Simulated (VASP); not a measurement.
Band structure of CdO (rock salt). Calculation: modified Becke-Johnson potential (mBJ), VASP's PBE PAW potentials (set 64) (plane waves; VASP).

mBJ is a potential without an energy functional, so only the levels count.

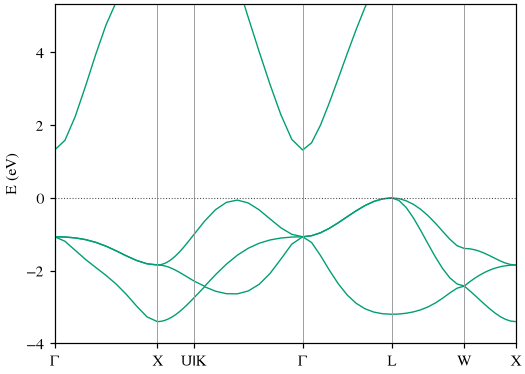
Fig. 1. Bands along high-symmetry lines, zero at the valence-band maximum or, without a gap, the Fermi level

Question: Read the plot: is there a gap, and where are the band edges?

Answer: The gap is indirect, 1.32 eV, from the valence maximum at L to the conduction minimum at Γ.

The compound is CdO in the rock salt structure. It was relaxed first, which changed the volume by +5 %. The cell's shape comes from a PBE relaxation.
